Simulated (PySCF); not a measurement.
# MP2/ccECP-cc-pVTZ (core potential) run of SiHCl2OF (SMILES O[Si](F)(Cl)Cl)

Aim: the vertical singlet–triplet gap of SiHCl2OF at MP2/ccECP-cc-pVTZ (core potential), from 2 runs. 

The calculation is run with PySCF 2.14.0.

### 1 The structure to begin with

SiHCl2OF has 6 atoms, charge 0, and is taken as a singlet. As SMILES, `O[Si](F)(Cl)Cl`. The shape is that of a PBE0-D4/def2-TZVP optimisation. This is one conformer, not always the lowest.

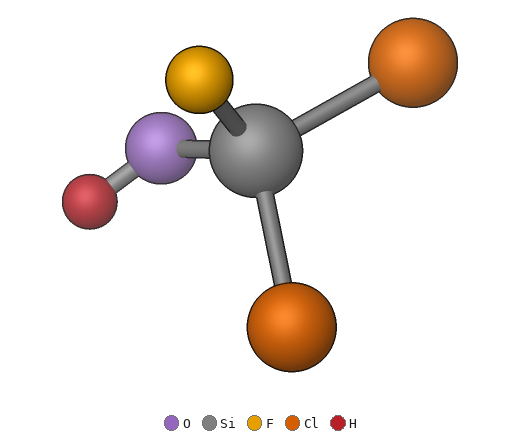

Viewed from a chosen angle; oxygen purple, silicon grey, fluorine amber, chlorine orange, hydrogen red.

### 2 The energy at MP2/ccECP-cc-pVTZ (core potential)

calc.py

```python
from pyscf import gto, scf, mp

mol = gto.M(
    atom='''
O       -0.507700       0.453700       1.122500
Si       0.219500       0.013400      -0.247400
F        1.583200      -0.726700       0.044400
Cl      -0.921300      -1.272900      -1.319600
Cl       0.618000       1.683900      -1.294500
H       -0.949600      -0.215500       1.648500
''',
    basis='ccecp-cc-pvtz',
    verbose=3,
    max_memory=1860,
    charge=0,
    ecp='ccecp',
)

mf = scf.RHF(mol)
mf.conv_tol = 1e-10
mf.kernel()
if not mf.converged:
    mf = mf.newton().run(mf.mo_coeff, mf.mo_occ)

pt = mp.MP2(mf).run()
energy = pt.e_tot
print(f'total energy: {energy:.8f} hartree')
```

On the command line:

```console
$ OMP_NUM_THREADS=1 python calc.py
```

What it wrote:

```text
converged SCF energy = -73.8483633202279
E(RMP2) = -74.8349268515957  E_corr = -0.986563531367772
E(SCS-RMP2) = -74.8145638802937  E_corr = -0.966200560065761
total energy: -74.83492685 hartree
```

It took 26 s on 1 thread of Arm Neoverse V1, shared host; peak memory 0.98 GiB.

### 3 The triplet

job.py

```python
from pyscf import gto, scf, mp

system = gto.M(
    atom='''
O   -0.507700   0.453700   1.122500
Si   0.219500   0.013400  -0.247400
F    1.583200  -0.726700   0.044400
Cl  -0.921300  -1.272900  -1.319600
Cl   0.618000   1.683900  -1.294500
H   -0.949600  -0.215500   1.648500
''',
    max_memory=1860,
    verbose=4,
    ecp={'O': 'ccecp', 'Si': 'ccecp', 'F': 'ccecp', 'Cl': 'ccecp', 'H': 'ccecp'},
    charge=0,
    spin=2,
    basis='ccecp-cc-pvtz',
)

myscf = scf.UHF(system)
myscf.conv_tol = 1e-10
myscf.kernel()
if not myscf.converged:
    myscf = myscf.newton().run(myscf.mo_coeff, myscf.mo_occ)

pt = mp.MP2(myscf).run()
etot = pt.e_tot
print('E = %.10f Eh' % etot)
```

On the command line:

```console
$ OMP_NUM_THREADS=1 python job.py
```

What it wrote:

```text
PySCF version 2.14.0

[INPUT] num. atoms = 6
[INPUT] num. electrons = 32
[INPUT] charge = 0
[INPUT] spin (= nelec alpha-beta = 2S) = 2
[INPUT] symmetry False subgroup None
[INPUT] Mole.unit = angstrom
[INPUT] Symbol           X                Y                Z      unit          X                Y                Z       unit  Magmom
[INPUT]  1 O     -0.507700000000   0.453700000000   1.122500000000 AA   -0.959413953442   0.857368742715   2.121217574824 Bohr   0.0
[INPUT]  2 Si     0.219500000000   0.013400000000  -0.247400000000 AA    0.414794884342   0.025322330069  -0.467518243217 Bohr   0.0
[INPUT]  3 F      1.583200000000  -0.726700000000   0.044400000000 AA    2.991814400411  -1.373263974721   0.083903839931 Bohr   0.0
[INPUT]  4 Cl    -0.921300000000  -1.272900000000  -1.319600000000 AA   -1.741004678562  -2.405432383959  -2.493682593976 Bohr   0.0
[INPUT]  5 Cl     0.618000000000   1.683900000000  -1.294500000000 AA    1.167850744981   3.182109821155  -2.446250468249 Bohr   0.0
[INPUT]  6 H     -0.949600000000  -0.215500000000   1.648500000000 AA   -1.794483927887  -0.407235979844   3.115213516346 Bohr   0.0

nuclear repulsion = 88.5143102482513
number of shells = 51
number of NR pGTOs = 342
number of NR cGTOs = 159
basis = ccecp-cc-pvtz
ecp = {'O': 'ccecp', 'Si': 'ccecp', 'F': 'ccecp', 'Cl': 'ccecp', 'H': 'ccecp'}

******** <class 'pyscf.scf.uhf.UHF'> ********
method = UHF
initial guess = minao
damping factor = 0
level_shift factor = 0
DIIS = <class 'pyscf.scf.diis.CDIIS'>
diis_start_cycle = 1
diis_space = 8
diis_damp = 0
SCF conv_tol = 1e-10
SCF conv_tol_grad = None
SCF max_cycles = 50
direct_scf = True
direct_scf_tol = 1e-13
number electrons alpha = 17  beta = 15
Set gradient conv threshold to 1e-05
init E= -73.6960245758107
[... the frontier-level lines of each cycle are left out ...]

[... 11 lines left out ...]
[... 11 lines left out ...]
[... 11 lines left out ...]
[... 11 lines left out ...]
[... 11 lines left out ...]
[... 11 lines left out ...]
[... 11 lines left out ...]
[... 11 lines left out ...]
[... 11 lines left out ...]
[... 11 lines left out ...]
[... 11 lines left out ...]
[... 11 lines left out ...]
[... 11 lines left out ...]
[... 5 lines left out ...]

cycle= 28 E= -73.5109753201271  delta_E= -1.17e-08  |g|= 2.19e-05  |ddm|= 0.00084


cycle= 29 E= -73.5109753228744  delta_E= -2.75e-09  |g|= 1.31e-05  |ddm|= 0.00038


cycle= 30 E= -73.5109753241478  delta_E= -1.27e-09  |g|= 1.01e-05  |ddm|= 0.000156


cycle= 31 E= -73.5109753250868  delta_E= -9.39e-10  |g|= 7.39e-06  |ddm|= 0.000145


cycle= 32 E= -73.5109753258109  delta_E= -7.24e-10  |g|= 4.37e-06  |ddm|= 0.00016


cycle= 33 E= -73.5109753260362  delta_E= -2.25e-10  |g|= 2.89e-06  |ddm|= 9.17e-05


cycle= 34 E= -73.5109753261006  delta_E= -6.44e-11  |g|= 1.95e-06  |ddm|= 4.36e-05


Extra cycle  E= -73.5109753261138  delta_E= -1.32e-11  |g|= 1.82e-06  |ddm|= 8.84e-06
converged SCF energy = -73.5109753261138  <S^2> = 2.0286108  2S+1 = 3.0190136

******** <class 'pyscf.mp.ump2.UMP2'> ********
nocc = (np.int64(17), np.int64(15)), nmo = (159, 159)
E(UMP2) = -74.5086725841663  E_corr = -0.997697258052526
E(SCS-UMP2) = -74.4852105618223  E_corr = -0.974235235708476
E_corr(same-spin) = -0.257309393024488
E_corr(oppo-spin) = -0.740387865028039
E = -74.5086725842 Eh
```

Wall time 2.3 min (1 thread of Arm Neoverse V1, shared host); peak memory 1.4 GiB.

### 4 Outcome

At MP2/ccECP-cc-pVTZ (core potential):

| quantity | value |
| --- | --- |
| singlet: total energy | -74.83493 Eh |
| singlet: dipole moment (Hartree–Fock density) | 1.85 D |
| singlet: HOMO energy (Hartree–Fock orbitals) | -12.99 eV |
| singlet: LUMO energy (Hartree–Fock orbitals) | 3.14 eV |
| singlet: HOMO–LUMO gap (Hartree–Fock orbitals) | 16.13 eV |
| singlet: correlation energy | -986.6 mEh |
| triplet: total energy | -74.50867 Eh |
| triplet: dipole moment (Hartree–Fock density) | 1.70 D |
| triplet: HOMO energy (Hartree–Fock orbitals) (highest over α and β) | -3.82 eV |
| triplet: correlation energy | -997.7 mEh |
| triplet: ⟨S²⟩ of the reference determinant | 2.029 |
| vertical energy of the triplet above the singlet | 8.878 eV |

What this shows: At this shape the triplet lies 8.88 eV (205 kcal/mol) above the singlet. Mulliken charges (triplet) of the mean-field density run from -0.50 on O1 to +0.65 on Si2; they depend strongly on the basis.
